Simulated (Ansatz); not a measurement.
# Ag···I···I (quartet): what the fields show

The calculation's input:

```
crystal:
  periodic: [false, false, false]
  atoms:
    - {symbol: Ag, position_ang: [-0.014529, 0.014208, 0.013147]}
    - {symbol: I, position_ang: [-2.474438, -0.204039, -2.533356]}
    - {symbol: I, position_ang: [2.488967, 0.189831, 2.520209]}
basis:
  gaussian: {orbitals: def2-TZVP, initial_orbitals: start.molden}
magnetization: {spin_polarized: true, initial_magnetization: 3}
hamiltonian: {xc: pbe0, dispersion: d4}
scf: {omitted_lower_state_checks: [starts]}
output: {orbitals: {seedname: orbitals}}
```

Launched as:

```sh
ansatz run in.yaml --threads 4 --pin off --events-out ev --progress --plain --max-ram 3916MiB
```

Geometry: PBE0-D4/def2-TZVP; core potentials replace the inner electrons of Ag and I.

The calculation used Ansatz, UKS PBE0-D4/def2-TZVP.

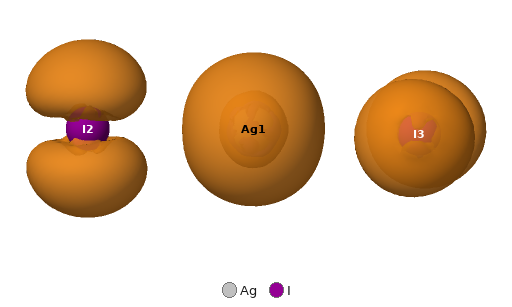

Figure 1. Isosurfaces of the spin density at +0.02 (orange) and −0.02 e/Å³ (purple), seen from one side.

### Where is the unpaired spin?

The unpaired spin (3 electrons) lies mostly on I2 (about 1.1) and I3 (about 1.1), in electrons by Hirshfeld's partition.

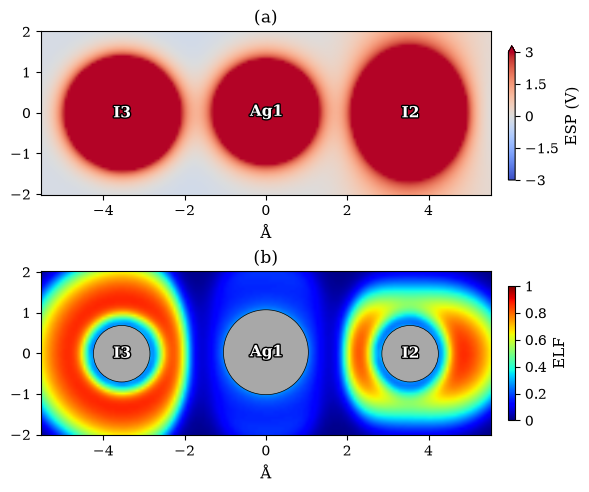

Figure 2. (a) electrostatic potential; (b) ELF on a plane that holds the molecular axis. Grey discs cover the atomic cores in the ELF map.

### What do the fields say about this system?

- The plane passes through Ag and I nuclei.
- Ag1···I2 (3.55 Å): the ELF dips to about 0.10 between them.
- Ag–I (3.55 Å): the ELF peaks at about 0.80 in the valence shell of I, 1.2 Å from its nucleus, and drops to about 0.10 between the two atoms.
- The potential has no marked negative region in this plane.

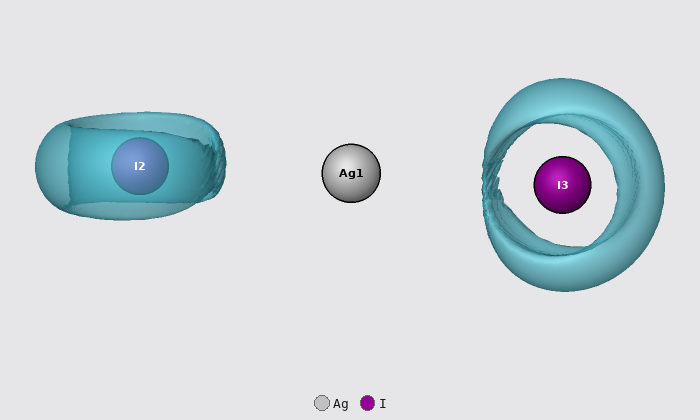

Figure 3. Isosurface of the electron localisation function at 0.8 (cyan), seen from one side. Only the valence region is drawn (cores and ρ < 0.01 e/Å³ removed).

### Where are the electrons localised?

At this value the surface marks out two rings or bowls of non-bonding electrons around I.
